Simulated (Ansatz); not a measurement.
# Graphene zigzag nanoribbon, H-capped, B on C sites (72 atoms): geometry optimisation, part 2 of 3

How does graphene zigzag nanoribbon, H-capped, B on C sites (72 atoms) relax, and what do bonds, charges and levels look like afterwards?

Ansatz 0.2.0; Kohn-Sham DFT, LDA, PAW (set soft_2), plane waves.

The cell: 53 C, 7 B and 12 H. The main run has no spin polarisation. Sampling is at Γ alone, for a cell whose periodic width is 15 Å.

So far. Step 2 (Single point at the start): The r.m.s. force component of 1.9 eV/Å sets the starting point.

### Step 3. Relaxation

With the cell held, the atoms are moved downhill towards a nearby minimum.

Contents of input.yaml:

```yaml
crystal:
  lattice:
    - [14.76, 0.0, 0.0]
    - [0.0, 21.41183, 0.0]
    - [0.0, 0.0, 10.0]
  atoms:
    [... the 72 atom lines of step 2 ...]
kpoints:
  mp_grid: { grid: [1, 1, 1] }
hamiltonian:
  xc: lda
scf:
  occupations: { method: fermi_dirac, width: 0.025 }
output:
  forces: true
relax:
  f_tol: 0.03
  max_steps: 181
```

Started as:

```sh
$ ansatz run input.yaml --threads 4 --pin off --max-ram 8192MiB --backend cpu --events-out ev --progress --plain --runs-dir out
```

Numbers of over 12 decimals in the logs are rounded to 6 here.

What it wrote:

```text
[...]
Crystal: 72 atoms, lattice volume = 3160.386 Å³
Basis set: ecut = 420 eV, 61875 PW (Γ)
Bands: 195, of which v1, the nominal top of the filled ones, is band 123 counted from 1 (122 counted from 0)
Symmetry: 1 space group operations
[...]
k-points: 1
[...]
SCF iter   1: F=—  HF=-14094.177749 eV  |F-HF|=—  |Δ(HF+E_count)|=         —  Δρ=8.00e-3  dr2=7.30e0  ethr=1.77e-3  ⟨swp⟩=7.0  Hψ=995  notcnv=0  defer=59
[...]
SCF iter  15: F=-14092.899338 eV  HF=-14092.899327 eV  |F-HF|=1.10e-5  |Δ(HF+E_count)|=   1.17e-5  Δρ=1.76e-5  dr2=1.27e-5  ethr=9.18e-9  ⟨swp⟩=4.0  Hψ=532  notcnv=0
SCF 1 converged in 15 iterations: F = -14092.899338 eV  dr2 = 1.27e-5
[...]
relax step   1: F+E_penalty+E_count = -14092.89933847 eV  Δ(F+E_penalty+E_count) = +0.000e0 eV  max|allowed force component| = 1.156e1 eV/Å  Δτ_max = 0.0000 Å  (15 SCF iters, dr2 threshold 2.25e-5 eV, accepted)
[...]
relax step   2: F+E_penalty+E_count = -14098.34430349 eV  Δ(F+E_penalty+E_count) = -5.445e0 eV  max|allowed force component| = 4.400e0 eV/Å  Δτ_max = 0.1992 Å  (13 SCF iters, dr2 threshold 1.00e-4 eV, accepted)
[...]
relax step   3: F+E_penalty+E_count = -14099.41634115 eV  Δ(F+E_penalty+E_count) = -1.072e0 eV  max|allowed force component| = 9.878e-1 eV/Å  Δτ_max = 0.2000 Å  (12 SCF iters, dr2 threshold 1.00e-4 eV, accepted)
relax step   4: F+E_penalty+E_count = -14099.47251542 eV  Δ(F+E_penalty+E_count) = -5.617e-2 eV  max|allowed force component| = 4.396e-1 eV/Å  Δτ_max = 0.2000 Å  (11 SCF iters, dr2 threshold 6.10e-5 eV, accepted)
relax step   5: F+E_penalty+E_count = -14099.41705559 eV  Δ(F+E_penalty+E_count) = +5.546e-2 eV  max|allowed force component| = 5.869e-1 eV/Å  Δτ_max = 0.2000 Å  (12 SCF iters, dr2 threshold 1.21e-5 eV, rejected (line search))
relax step   6: F+E_penalty+E_count = -14099.53216896 eV  Δ(F+E_penalty+E_count) = -5.965e-2 eV  max|allowed force component| = 7.457e-2 eV/Å  Δτ_max = 0.0971 Å  (16 SCF iters, accepted)
relax step   7: F+E_penalty+E_count = -14099.54397003 eV  Δ(F+E_penalty+E_count) = -1.180e-2 eV  max|allowed force component| = 6.796e-2 eV/Å  Δτ_max = 0.0648 Å  (13 SCF iters, accepted)
relax step   8: F+E_penalty+E_count = -14099.57021783 eV  Δ(F+E_penalty+E_count) = -2.625e-2 eV  max|allowed force component| = 1.729e-1 eV/Å  Δτ_max = 0.1459 Å  (15 SCF iters, accepted)
relax step   9: F+E_penalty+E_count = -14099.59334625 eV  Δ(F+E_penalty+E_count) = -2.313e-2 eV  max|allowed force component| = 2.028e-1 eV/Å  Δτ_max = 0.1948 Å  (11 SCF iters, dr2 threshold 2.48e-5 eV, accepted)
relax step  10: F+E_penalty+E_count = -14099.60157328 eV  Δ(F+E_penalty+E_count) = -8.227e-3 eV  max|allowed force component| = 1.554e-1 eV/Å  Δτ_max = 0.1050 Å  (9 SCF iters, dr2 threshold 4.11e-5 eV, accepted)
relax step  11: F+E_penalty+E_count = -14099.61251321 eV  Δ(F+E_penalty+E_count) = -1.094e-2 eV  max|allowed force component| = 1.331e-1 eV/Å  Δτ_max = 0.0790 Å  (10 SCF iters, dr2 threshold 1.42e-5 eV, accepted)
relax step  12: F+E_penalty+E_count = -14099.62305230 eV  Δ(F+E_penalty+E_count) = -1.054e-2 eV  max|allowed force component| = 1.356e-1 eV/Å  Δτ_max = 0.0850 Å  (10 SCF iters, dr2 threshold 1.04e-5 eV, accepted)
relax step  13: F+E_penalty+E_count = -14099.65103588 eV  Δ(F+E_penalty+E_count) = -2.798e-2 eV  max|allowed force component| = 2.124e-1 eV/Å  Δτ_max = 0.1986 Å  (11 SCF iters, dr2 threshold 1.35e-5 eV, accepted)
relax step  14: F+E_penalty+E_count = -14099.67529679 eV  Δ(F+E_penalty+E_count) = -2.426e-2 eV  max|allowed force component| = 2.643e-1 eV/Å  Δτ_max = 0.1965 Å  (10 SCF iters, dr2 threshold 4.51e-5 eV, accepted)
relax step  15: F+E_penalty+E_count = -14099.69857096 eV  Δ(F+E_penalty+E_count) = -2.327e-2 eV  max|allowed force component| = 2.195e-1 eV/Å  Δτ_max = 0.1442 Å  (9 SCF iters, dr2 threshold 6.99e-5 eV, accepted)
relax step  16: F+E_penalty+E_count = -14099.72048845 eV  Δ(F+E_penalty+E_count) = -2.192e-2 eV  max|allowed force component| = 1.108e-1 eV/Å  Δτ_max = 0.1533 Å  (10 SCF iters, dr2 threshold 3.32e-5 eV, accepted)
relax step  17: F+E_penalty+E_count = -14099.73200417 eV  Δ(F+E_penalty+E_count) = -1.152e-2 eV  max|allowed force component| = 1.323e-1 eV/Å  Δτ_max = 0.1793 Å  (13 SCF iters, dr2 threshold 3.12e-6 eV, accepted)
relax step  18: F+E_penalty+E_count = -14099.74038720 eV  Δ(F+E_penalty+E_count) = -8.383e-3 eV  max|allowed force component| = 1.183e-1 eV/Å  Δτ_max = 0.0861 Å  (11 SCF iters, dr2 threshold 4.45e-6 eV, accepted)
relax step  19: F+E_penalty+E_count = -14099.74486073 eV  Δ(F+E_penalty+E_count) = -4.474e-3 eV  max|allowed force component| = 7.117e-2 eV/Å  Δτ_max = 0.0469 Å  (9 SCF iters, dr2 threshold 1.12e-5 eV, accepted)
relax step  20: F+E_penalty+E_count = -14099.74785966 eV  Δ(F+E_penalty+E_count) = -2.999e-3 eV  max|allowed force component| = 4.251e-2 eV/Å  Δτ_max = 0.0331 Å  (10 SCF iters, dr2 threshold 1.83e-6 eV, accepted)
relax step  21: F+E_penalty+E_count = -14099.74933935 eV  Δ(F+E_penalty+E_count) = -1.480e-3 eV  max|allowed force component| = 2.443e-2 eV/Å  Δτ_max = 0.0447 Å  (14 SCF iters, accepted)
relax step  22: F+E_penalty+E_count = -14099.75015841 eV  Δ(F+E_penalty+E_count) = -8.191e-4 eV  max|allowed force component| = 2.323e-2 eV/Å  Δτ_max = 0.0406 Å  (13 SCF iters, accepted)
[...]
relax step  23: F+E_penalty+E_count = -14099.75054689 eV  Δ(F+E_penalty+E_count) = -3.885e-4 eV  max|allowed force component| = 2.281e-2 eV/Å  Δτ_max = 0.0370 Å  (12 SCF iters, accepted)
SCF converged after 12 iterations
Free energy (F): -14099.750547 eV
[...]
Internal energy: -14099.703620 eV  (E = F + TS)
E sigma→0 (E₀):  -14099.727083 eV
Entropy (-TS):   -0.046927 eV (-0.652 meV/atom)
Fermi energy:    -3.190829 eV
[...]
--- Forces (eV/Å), atoms counted from 1 ---
  atom   1  C     -0.00446689    -0.00432672    -0.00147051
  atom   2  C      0.00063984     0.00740502     0.00216624
  atom   3  C     -0.00104726    -0.00500520    -0.00010973
  atom   4  C      0.00388478     0.00064017     0.00070198
  atom   5  C      0.00428890    -0.00356150    -0.00120292
  atom   6  C     -0.00125907     0.00469661     0.00074544
  atom   7  C      0.00459853    -0.00358595    -0.00156618
  atom   8  B     -0.00390604     0.00145643    -0.00079709
  atom   9  C      0.00685461    -0.00614365     0.00266106
  atom  10  C     -0.00131037     0.00446990    -0.00095437
  atom  11  C     -0.00210024    -0.00045101     0.00049644
  atom  12  C     -0.00195887     0.00393145    -0.00311084
  atom  13  B     -0.00042530    -0.00688389    -0.00074628
  atom  14  C      0.00304006     0.00435408     0.00137198
[...]
atom  71  H     -0.00160000    -0.00469963    -0.00030936
  atom  72  H     -0.00167691     0.01246221    -0.00243222
  max |Σ_I F_I| component: 2.69e-4 eV/Å
--- Relaxed structure (23 steps of the walk, 22 accepted, 0 SCFs on fresh bases) ---
  F+E_penalty+E_count = -14099.75054689 eV   max|allowed force component| = 2.281e-2 eV/Å
  atoms:
    - { symbol: C, position: [0.998557, 0.315009, 0.492002] }
    - { symbol: C, position: [0.081345, 0.282693, 0.492832] }
    - { symbol: C, position: [0.081479, 0.413674, 0.521974] }
    - { symbol: C, position: [0.997690, 0.382158, 0.501537] }
[...]
- { symbol: H, position: [0.832655, 0.776572, 0.428805] }
```

Elapsed: 4.5 min, on 4 threads of Arm Neoverse V2, shared host; peak memory 2 GiB.

Relaxation path (22 of 23):

| step | energy less that of the first step (eV) | largest force component (eV/Å) |
| --- | --- | --- |
| 1 | 0.0000 | 11.5647 |
| 2 | -5.4450 | 4.3997 |
| 3 | -6.5170 | 0.9878 |
| 4 | -6.5732 | 0.4396 |
| 5 | -6.5177 | 0.5869 |
| 6 | -6.6328 | 0.0746 |
| 7 | -6.6446 | 0.0680 |
| 8 | -6.6709 | 0.1729 |
| 9 | -6.6940 | 0.2028 |
| 10 | -6.7022 | 0.1554 |
| 11 | -6.7132 | 0.1331 |
| 13 | -6.7517 | 0.2124 |
| 14 | -6.7760 | 0.2643 |
| 15 | -6.7992 | 0.2195 |
| 16 | -6.8212 | 0.1108 |
| 17 | -6.8327 | 0.1323 |
| 18 | -6.8410 | 0.1183 |
| 19 | -6.8455 | 0.0712 |
| 20 | -6.8485 | 0.0425 |
| 21 | -6.8500 | 0.0244 |
| 22 | -6.8508 | 0.0232 |
| 23 | -6.8512 | 0.0228 |

Relaxation step 5 was tried and not accepted.

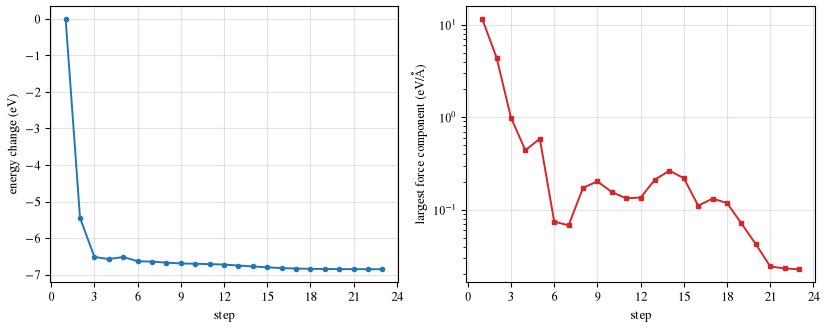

Energy and largest force along the relaxation.

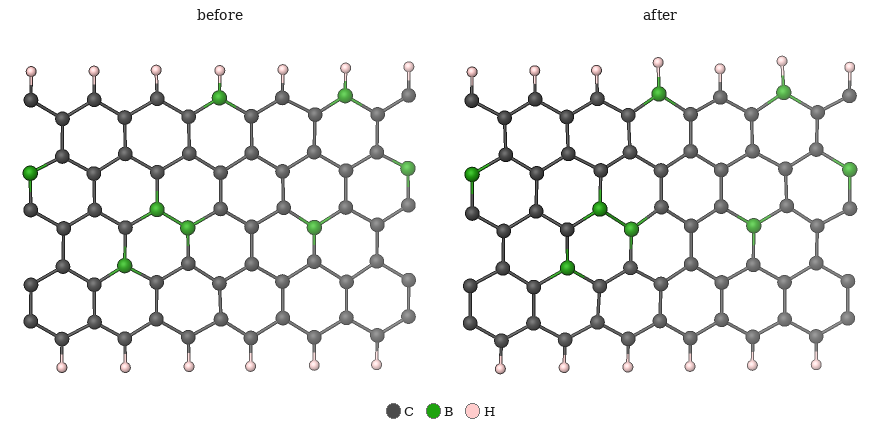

Before and after, at one scale.

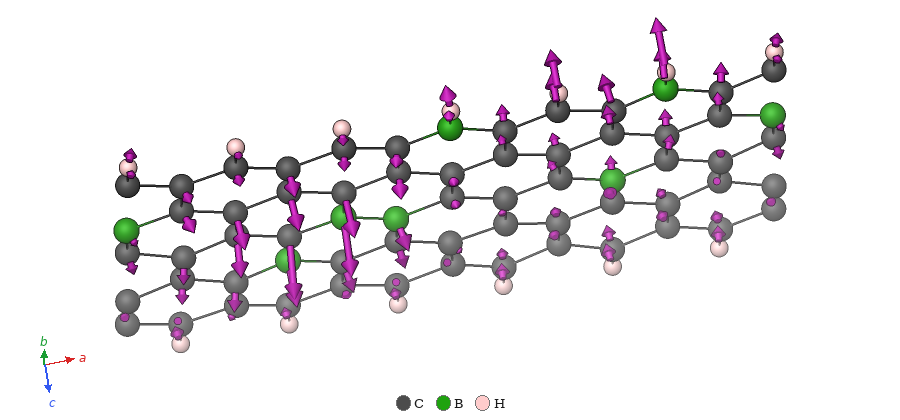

Displacements in the relaxation, exaggerated; the longest in the cell stands for 0.88 Å. Some periodic images of atoms are drawn too.

The atoms that moved most (Å):

| atom | dx | dy | dz | length |
| --- | --- | --- | --- | --- |
| C16 | -0.097 | -0.018 | 0.876 | 0.882 |
| B25 | -0.053 | 0.075 | 0.852 | 0.857 |
| H72 | -0.006 | 0.220 | -0.712 | 0.745 |
| C28 | 0.009 | 0.109 | 0.654 | 0.663 |
| H70 | 0.008 | -0.010 | -0.626 | 0.626 |
| B13 | -0.004 | -0.049 | 0.602 | 0.604 |
| C15 | -0.050 | -0.012 | 0.545 | 0.548 |
| C17 | 0.021 | 0.036 | 0.530 | 0.532 |

The relaxation changed the energy by -95.2 meV/atom, and atoms moved by 0.33 Å r.m.s., 0.88 Å at most.

### Step 4. Local order after relaxation

Bonds before and after, by the cutoffs listed below:

| pair | bonds before | bonds after | mean before (Å) | mean after (Å) | spread before (Å) | spread after (Å) |
| --- | --- | --- | --- | --- | --- | --- |
| C-C | 66 | 66 | 1.423 | 1.414 | 0.026 | 0.021 |
| C-H | 10 | 10 | 1.101 | 1.097 | 0.016 | 0.001 |
| C-B | 17 | 17 | 1.412 | 1.503 | 0.038 | 0.010 |
| H-B | 2 | 2 | 1.057 | 1.208 | 0.006 | 0.001 |
| B-B | 1 | 1 | 1.402 | 1.633 | 0.000 | 0.000 |

Normalised to the volume that the atoms fill. Pair distribution functions g(r), in bins of 0.2 Å:

| r (Å) | total | C-C | C-H | C-B | H-H | H-B | B-B |
| --- | --- | --- | --- | --- | --- | --- | --- |
| 1.00 | 0.96 | 0.00 | 3.93 | 0.00 | 0.00 | 0.00 | 0.00 |
| 1.20 | 0.15 | 0.00 | 0.00 | 0.00 | 0.00 | 4.58 | 0.00 |
| 1.40 | 4.03 | 6.79 | 0.00 | 2.50 | 0.00 | 0.00 | 0.00 |
| 1.60 | 0.52 | 0.00 | 0.00 | 3.35 | 0.00 | 0.00 | 4.46 |
| 1.80 | 0.00 | 0.00 | 0.00 | 0.00 | 0.00 | 0.00 | 0.00 |
| 2.00 | 0.00 | 0.00 | 0.00 | 0.00 | 0.00 | 0.00 | 0.00 |
| 2.20 | 0.48 | 0.00 | 1.95 | 0.00 | 0.00 | 0.00 | 0.00 |
| 2.40 | 2.25 | 3.19 | 0.32 | 1.92 | 6.06 | 0.00 | 0.00 |
| 2.60 | 1.07 | 0.81 | 0.70 | 2.40 | 1.84 | 1.44 | 1.78 |
| 2.80 | 0.78 | 0.90 | 0.48 | 1.08 | 0.00 | 0.46 | 0.00 |
| 3.00 | 0.36 | 0.50 | 0.05 | 0.44 | 0.00 | 0.00 | 1.38 |
| 3.20 | 0.00 | 0.00 | 0.00 | 0.00 | 0.00 | 0.00 | 0.00 |
| 3.40 | 0.19 | 0.00 | 0.77 | 0.00 | 0.00 | 0.00 | 0.00 |
| 3.60 | 0.05 | 0.03 | 0.14 | 0.00 | 0.00 | 0.00 | 0.00 |
| 3.80 | 1.07 | 1.44 | 0.12 | 1.72 | 0.00 | 0.00 | 0.79 |
| 4.00 | 0.17 | 0.07 | 0.39 | 0.20 | 0.00 | 0.44 | 0.00 |
| 4.20 | 0.49 | 0.56 | 0.40 | 0.60 | 0.00 | 0.00 | 0.65 |
| 4.40 | 0.40 | 0.54 | 0.02 | 0.73 | 0.00 | 0.00 | 0.00 |
| 4.60 | 0.10 | 0.00 | 0.36 | 0.00 | 0.00 | 0.47 | 0.00 |
| 4.80 | 0.17 | 0.12 | 0.31 | 0.03 | 0.85 | 0.00 | 0.00 |
| 5.00 | 0.72 | 0.79 | 0.45 | 0.79 | 1.13 | 0.55 | 1.88 |
| 5.20 | 0.48 | 0.64 | 0.12 | 0.67 | 0.00 | 0.13 | 0.88 |
| 5.40 | 0.05 | 0.02 | 0.09 | 0.03 | 0.00 | 0.36 | 0.42 |
| 5.60 | 0.08 | 0.12 | 0.03 | 0.07 | 0.00 | 0.00 | 0.00 |
| 5.80 | 0.16 | 0.15 | 0.11 | 0.30 | 0.00 | 0.10 | 0.00 |
| 6.00 | 0.05 | 0.01 | 0.11 | 0.00 | 0.00 | 0.39 | 0.00 |
| 6.20 | 0.36 | 0.41 | 0.33 | 0.36 | 0.00 | 0.36 | 0.00 |
| 6.40 | 0.26 | 0.21 | 0.34 | 0.27 | 0.00 | 0.59 | 0.58 |

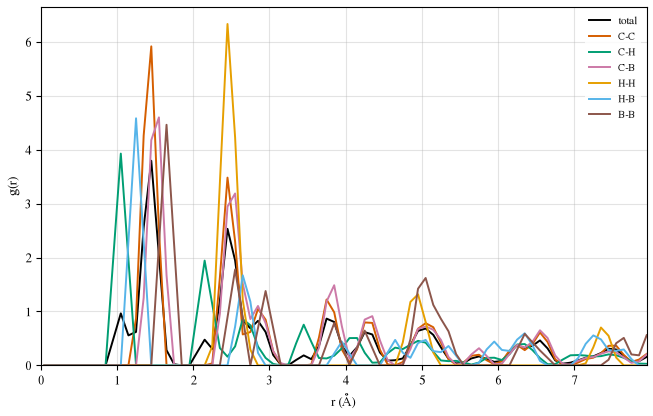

Pair distribution functions, lightly smoothed.

Bonds by pair of elements; cutoffs follow the first minimum of g(r), held within bounds set by covalent radii, and pairs that aren't listed don't count as bonded:

| pair A-B | cutoff (Å) | bonds | mean length (Å) | spread (Å) | shortest (Å) | B about A | A about B |
| --- | --- | --- | --- | --- | --- | --- | --- |
| C-C | 1.82 | 66 | 1.41 | 0.021 | 1.38 | 2.49 | 2.49 |
| C-H | 1.39 | 10 | 1.10 | 0.001 | 1.10 | 0.189 | 0.833 |
| C-B | 1.93 | 17 | 1.50 | 0.01 | 1.49 | 0.321 | 2.43 |
| H-B | 1.49 | 2 | 1.21 | 0.001 | 1.21 | 0.167 | 0.286 |
| B-B | 2.02 | 1 | 1.63 | 0 | 1.63 | 0.286 | 0.286 |

How many atoms have how many bonded neighbours:

| element | mean | 1 | 3 |
| --- | --- | --- | --- |
| B | 3 | 0 | 7 |
| C | 3 | 0 | 53 |
| H | 1 | 12 | 0 |

Bond angles (no mean is given where the spread exceeds 20°):

| angle | count | mean (°) | spread (°) |
| --- | --- | --- | --- |
| C-C-C | 106 | 120 | 1.8 |
| B-C-C | 32 | 119 | 2 |
| C-C-H | 20 | 119 | 0.9 |
| C-B-C | 13 | 120 | 2.4 |
| B-B-C | 4 | 117 | 2.9 |

Counting bonds as in the table, all B atoms have 3, all C atoms have 3 and all H atoms have 1 bonded neighbour. The C-C-C angle averages 120° with a spread of 1.8°.

(Continued in part 3 of 3.)

[Logs are printed without paths, hosts, clocks, repeated set-up lines and the standing remarks that a program may print on its own settings, such as how far it seeks lower states.]

[Hosts, paths, dates, database ids (printed as entryN), source tags and the programs' standing remarks are cut or masked in the printed files.]
